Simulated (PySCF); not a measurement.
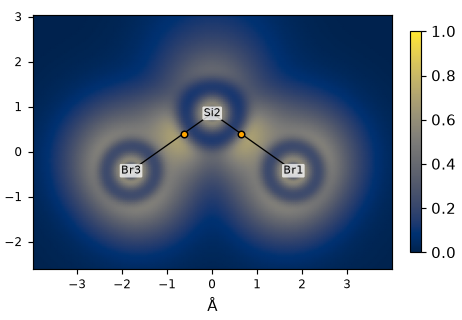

Figure 1: Br4Si, SMILES `Br[Si](Br)(Br)Br`. Localised orbital locator (LOL) in the plane of Br1, Si2 and Br3, with bond paths and bond critical points (dots).

Computed with PySCF, PBE0/def2-TZVP, geometry: GFN2-xTB. No frequency check shows the geometry to be a minimum. GFN2-xTB bond lengths at metals and heavier atoms can be off by up to 0.1 Å and shapes distorted, which carries into these values.

### Rank the bonds in the plane by LOL at their critical points.

Br1–Si2 and Si2–Br3: about 0.44. Values above 0.5 mark slow, localised electrons, as in shared pairs; low values at a critical point mark a polar or closed-shell contact whose critical point lies between the shells.

### Where along Br1–Si2 does the critical point lie?

1.43 Å from Br1 and 0.78 Å from Si2.
